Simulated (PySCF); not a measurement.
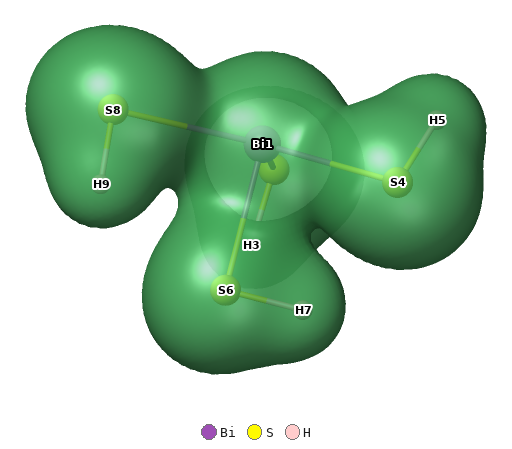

*BiH4S4 (charge −1). Isosurface of the electron density at 0.1 e/Å³ (green), seen from one side.*

Core potentials replace the inner electrons of Bi.

Theory: PySCF, RKS PBE0, Bi def2-SVP with ECP60, S def2-SVP, H def2-SVP; non-relativistic Hamiltonian with scalar-relativistic core potentials where named; density fitting.

```xyz
9

Bi   -0.6404    0.0170   -0.0886
S    -0.1453   -1.0742    2.3464
H     0.8709   -0.2028    2.5255
S     0.8571   -1.0576   -2.1710
H     0.1647   -2.2172   -2.0968
S     1.3622    1.6134    0.1711
H     2.1928    0.7090   -0.3986
S    -2.2009    2.2830   -0.0840
H    -1.1354    3.1046   -0.2041
```

Q: Which contacts does the surface bridge?

A: At this value the surface is in one piece. It bridges the sampled Bi–S (2.57 Å), S–H (1.35 Å), Bi–S (2.71 Å) and Bi–S (2.78 Å) contacts, where the density stays above the isovalue. On the grid the lowest density along these lines, outside the cores, is 0.46 e/Å³ (Bi–S, 2.57 Å), 1.4 e/Å³ (S–H, 1.35 Å), 0.36 e/Å³ (Bi–S, 2.71 Å) and 0.32 e/Å³ (Bi–S, 2.78 Å).
